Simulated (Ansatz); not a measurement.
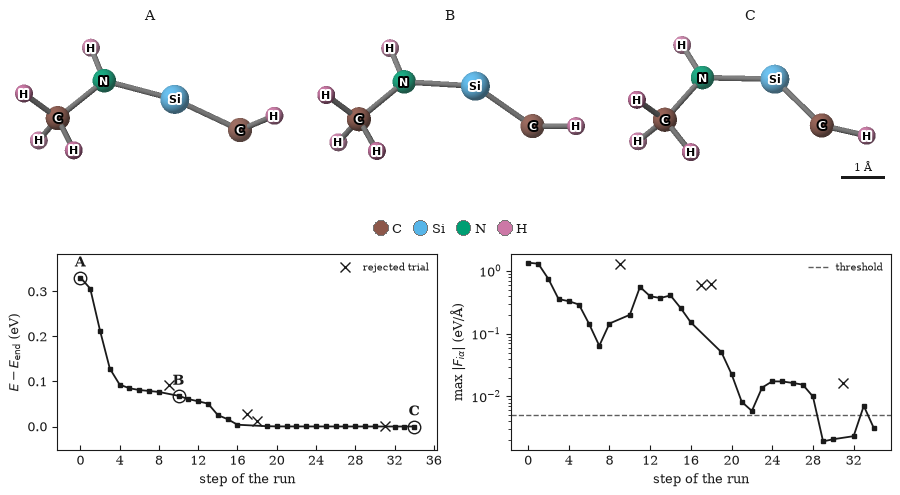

Frames of a relaxation of C₂H₅NSi, marked on the history of the run. Style: ball-and-stick. Shown at a tilt.

Computed with RKS PBE0-D4/def2-TZVP (Ansatz). Settings: force threshold 0.005 eV/Å; at most 200 steps.

What happens along the run?

After 30 accepted moves (34 points after the start) the energy has fallen by 0.331 eV. The largest force component goes from 1.3 to 0.0031 eV/Å. The line search rejected the trial steps at points 9, 17, 18, 31 of the run. The forces were under the threshold at step 29, but the run went on from there. The largest move after the best rigid fit is that of a C atom, 0.71 Å. Largest moves by element: C 0.71 Å, Si 0.56 Å, H 0.50 Å, N 0.25 Å. Some distances before and after: C–Si 1.702 → 1.647 Å, N–Si 1.701 → 1.688 Å, C–H 1.089 → 1.078 Å, H–N 1.015 → 1.006 Å. Bond angles that change, for instance: C–Si–N 166.5° → 131.8°, Si–C–H 115.9° → 145.8°, Si–N–C 124.8° → 127.1°. From step 0 to 10: the Si atom moves most (0.36 Å), energy −0.263 eV. From step 10 to 34: C and Si atoms move most (0.49 Å), energy −0.068 eV.

| step | E − E(0), eV | largest force component, eV/Å | note |
| --- | --- | --- | --- |
| 0 | 0.0000 | 1.3496 |  |
| 1 | -0.0243 | 1.3004 |  |
| 2 | -0.1178 | 0.7428 |  |
| 3 | -0.2023 | 0.3552 |  |
| 4 | -0.2379 | 0.3291 |  |
| 5 | -0.2460 | 0.2909 |  |
| 6 | -0.2498 | 0.1427 |  |
| 7 | -0.2520 | 0.0642 |  |
| 8 | -0.2541 | 0.1450 |  |
| 9 | -0.2381 | 1.2679 | rejected |
| 10 | -0.2628 | 0.1996 |  |
| 11 | -0.2700 | 0.5547 |  |
| 13 | -0.2801 | 0.3697 |  |
| 14 | -0.3055 | 0.4060 |  |
| 15 | -0.3146 | 0.2557 |  |
| 16 | -0.3270 | 0.1511 |  |
| 18 | -0.3190 | 0.6069 | rejected |
| 19 | -0.3302 | 0.0509 |  |
| 20 | -0.3307 | 0.0228 |  |
| 21 | -0.3308 | 0.0082 |  |
| 23 | -0.3308 | 0.0138 |  |
| 24 | -0.3309 | 0.0174 |  |
| 25 | -0.3309 | 0.0173 |  |
| 26 | -0.3309 | 0.0164 |  |
| 28 | -0.3309 | 0.0100 |  |
| 29 | -0.3309 | 0.0019 |  |
| 30 | -0.3309 | 0.0021 |  |
| 31 | -0.3309 | 0.0165 | rejected |
| 33 | -0.3309 | 0.0071 |  |
| 34 | -0.3309 | 0.0031 |  |
